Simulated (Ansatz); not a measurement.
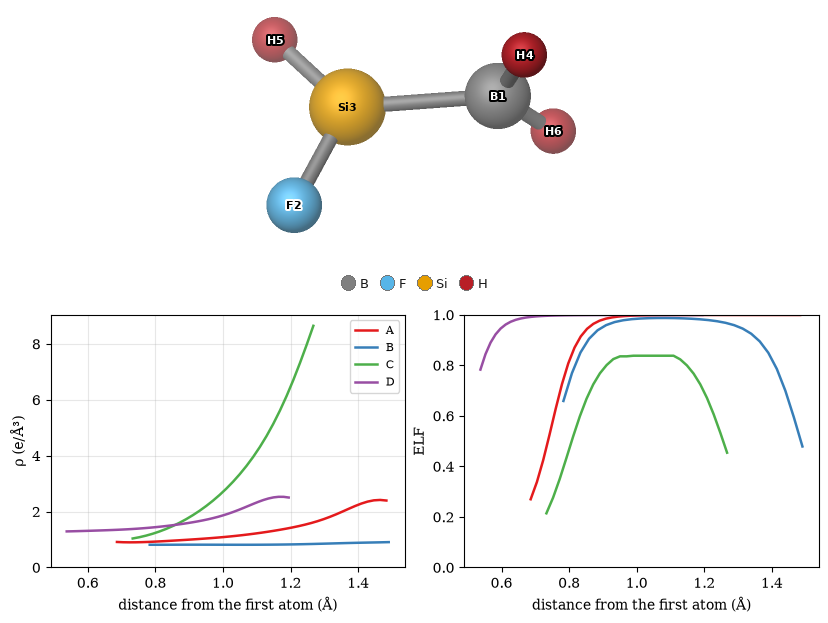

Figure. BFH$_{3}$Si (charge +1). Total electron density and electron localisation function along straight lines between neighbouring atoms. The curves leave out the atomic cores. The structure is drawn too.

Geometry: PBE0-D3(BJ)/pcseg-1.

Level of theory: Ansatz 0.2.0, isolated molecule in a Gaussian basis; Kohn-Sham density functional theory, functional PBE0.

Input file:

```
crystal:
  periodic: [false, false, false]
  atoms:
    - {symbol: B, position_ang: [-1.045549, 1.253604, 0.194225]}
    - {symbol: F, position_ang: [-0.003903, -0.802575, -1.824932]}
    - {symbol: Si, position_ang: [-0.478722, -0.615051, -0.325397]}
    - {symbol: H, position_ang: [-0.204753, 1.985916, 0.622101]}
    - {symbol: H, position_ang: [-0.414434, -1.886898, 0.435293]}
    - {symbol: H, position_ang: [-2.195389, 1.541514, 0.048349]}
basis:
  gaussian:
    orbitals: def2-TZVPD
total_charge: 1
hamiltonian:
  xc: pbe0
output:
  forces: true
  orbitals: {seedname: orbitals}
```

Command:

```sh
ansatz run input.yaml --threads 1 --pin off --max-ram 2610MiB --events-out events.jsonl --progress --plain --runs-dir runs
```

Which curve belongs to which contact (B–H, Si–B, Si–F and Si–H)? The first atom named is at distance zero.

Answer. Curve A: Si–H (1.48 Å): ρ at the midpoint is about 0.9 e/Å³; the ELF climbs to about 1 towards the hydrogen, as it does in any bond to H. Curve B: Si–B (2.02 Å): ρ is about 0.81 e/Å³ halfway; the ELF peaks at about 1 between the atoms (a covalent bond). Curve C: Si–F (1.58 Å): ρ is about 1.2 e/Å³ halfway; the ELF peaks at about 0.85 in the valence shell of F, 0.6 Å from its nucleus, and is about 0.45 at the midpoint. Curve D: B–H (1.19 Å): the density is about 1.3 e/Å³ at the midpoint; the ELF climbs to about 1 towards the hydrogen (a covalent bond by its length).
